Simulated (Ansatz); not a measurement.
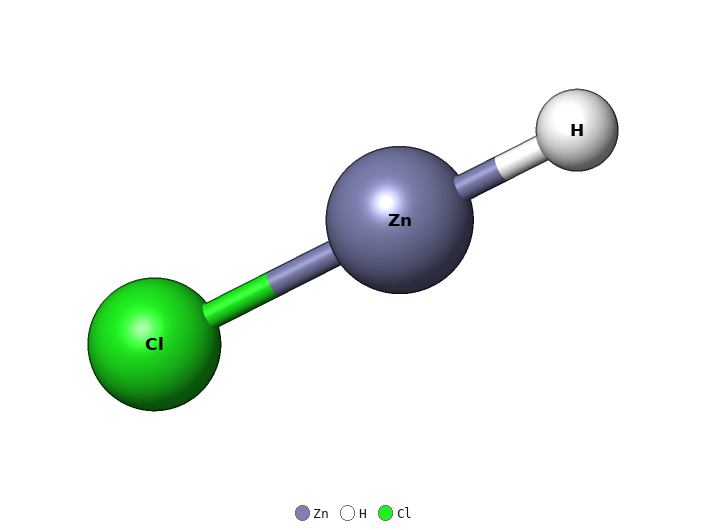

A metal compound. Charge 0, singlet. The geometry was computed by an optimisation with PBE0-D4/def2-TZVP.

Question. Describe the coordination sphere.

Answer. Zn binds 2 atoms: 1 H at 1.52 Å, 1 Cl at 2.10 Å. The arrangement is linear.

Question. Give the formal oxidation state and the d-electron count.

Answer. Zn(II), d¹⁰, counting the ligands as closed-shell ions or neutral donors.
